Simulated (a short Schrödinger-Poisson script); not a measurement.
System: symmetric double-gate stack, Si3N4 on p-type Ge(100), at 400 K.

| layer | material | thickness (nm) | Na (cm⁻³) |
|---|---|---|---|
| 1 | Si3N4 | 2.2 | - |
| 2 | Ge | 3 | 5e15 |
| 3 | Si3N4 | 2.2 | - |

The device is made up for the run: typed textbook-type constants, with dimensions and the other settings drawn at random. Si3N4: permittivity 7.5, conduction-band edge (eV) 1.9, gap (eV) 5.1, electron mass (mₑ) 0.5. Ge: permittivity 16, conduction-band edge (eV) 0, gap (eV) 0.664, Nv at 300 K (cm⁻³) 6e18.

Channel valleys (confinement mass, in-plane density-of-states mass, number): L4 0.12, 0.295, 4. At the gates, both at one voltage, the conduction-band edge of layer 1 lies 2.17 eV − eVg above the Fermi level of the channel. Gaps are held at their typed values at every temperature. Mesh 0.03 nm at interfaces.

From a short Schrödinger-Poisson script (our own, NumPy): 1D Poisson equation in equilibrium, electrons quantum, Hartree (BenDaniel-Duke, 12 states a valley, the channel's in-plane mass for all, wave functions ending at the dielectric), parabolic valleys, classical holes, full ionisation, no traps, pinning or gate leakage.

Only gate voltages with over 1e8 electrons/cm² are shown.

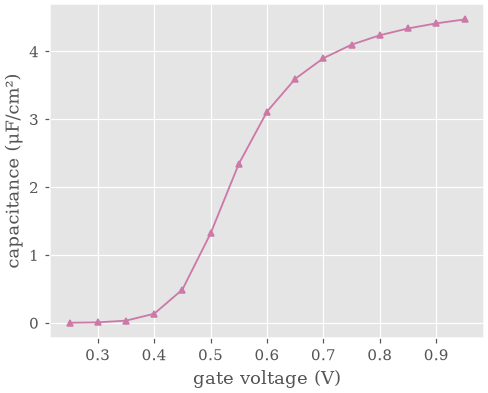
Quasi-static capacitance against gate voltage

```tsv
Vg (V)	electrons (cm⁻²)	C (μF/cm²)	L4 E0 (meV)	L4 E1 (meV)
0.25	3.90e8	< 0.003	368.2	1412.2
0.3	1.66e9	0.00782	318.2	1362.2
0.35	7.05e9	0.0330	268.4	1312.4
0.4	2.94e10	0.135	219.1	1263.1
0.45	1.16e11	0.491	171.8	1215.7
0.5	3.84e11	1.32	130.3	1173.8
0.55	9.54e11	2.34	98.3	1141.2
0.6	1.81e12	3.11	75.3	1117.3
0.65	2.86e12	3.60	58.4	1099.3
0.7	4.04e12	3.90	45.4	1085.0
0.75	5.29e12	4.10	34.7	1073.1
0.8	6.59e12	4.24	25.8	1062.7
0.85	7.93e12	4.34	17.9	1053.4
0.9	9.29e12	4.41	10.9	1045.0
0.95	1.07e13	4.47	4.6	1037.2
```

Subbands count from the Fermi level. The capacitance is that of both gates.

Only the L valleys are kept; under strong confinement the Δ valleys of Ge fill too.
